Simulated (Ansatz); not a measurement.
# A computed series for InSe: carrier doping

Take InSe (space group P6_3/mmc, No. 194; a = 4.0321 Å, c = 16.7641 Å; layered, stacked along the Cartesian z axis) as the base.

Carriers are added at fixed cell with a uniform background; the Fermi–Dirac width is that of 300 K.

Method: PBE-D3(BJ) (Ansatz, a program for electronic structure), no SOC.

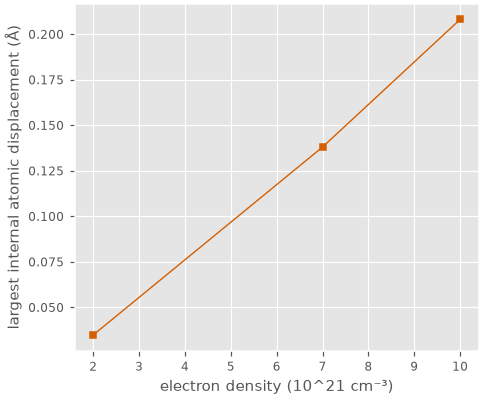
Figure: Largest internal atomic displacement against electron density

Task: From the plot, what is the largest internal atomic displacement for electrons 2.0×10^21 cm⁻³?

Result: About 0.03 Å.

Task: Is the trend monotonic over the range shown?

Result: Yes, it rises throughout, spanning 0.035 Å to 0.208 Å.

Charged cell with a jellium background: band edges are those of the host's band count, energies are not comparable with the neutral cell, and many-body gap narrowing is missing. Stability against distortions was not tested.
